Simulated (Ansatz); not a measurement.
Input

```
crystal:
  periodic: [false, false, false]
  atoms:
    - {symbol: F, position_ang: [1.376438, -0.989517, 0.661926]}
    - {symbol: F, position_ang: [-0.350152, -0.511398, -2.063664]}
    - {symbol: F, position_ang: [-0.308950, 0.696718, 0.073746]}
    - {symbol: P, position_ang: [0.407203, -0.563663, -0.601008]}
basis:
  gaussian: {orbitals: def2-TZVPD}
magnetization: {spin_polarized: true, initial_magnetization: 2}
hamiltonian: {xc: {name: PBE0}}
output: {forces: true, orbitals: {seedname: orbitals}}
```

Run with:

```sh
ansatz run input.yaml --threads 1 --pin off --max-ram 2610MiB --events-out events.jsonl --progress --plain --runs-dir runs
```

Geometry: r2SCAN-D4/def2-SVP.

Method: Ansatz 0.2.0, isolated molecule in a Gaussian basis; Kohn-Sham density functional theory, functional PBE0.

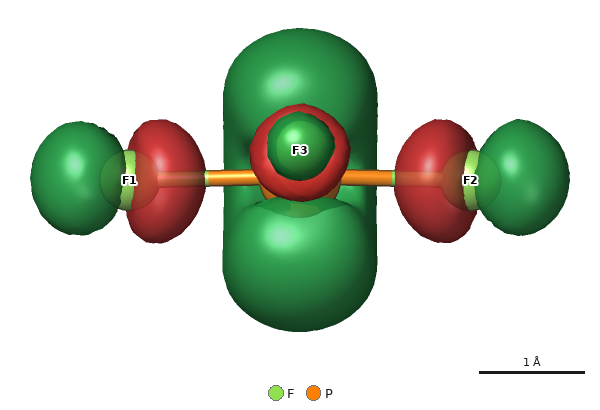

PF3 (SMILES FP(F)F) (triplet). One frontier orbital at ±0.15 Å⁻³ᐟ² (green and red are the two phases), seen from one side.

Question: Which orbital is it: HOMO (β) or LUMO (β)?

Answer: The LUMO (β), at −4.71 eV. It lies mainly on P4 (about 55 %), F1 (about 20 %) and F2 (about 20 %); it is symmetric in the molecular plane (an in-plane orbital: σ, lone-pair or in-plane π type).
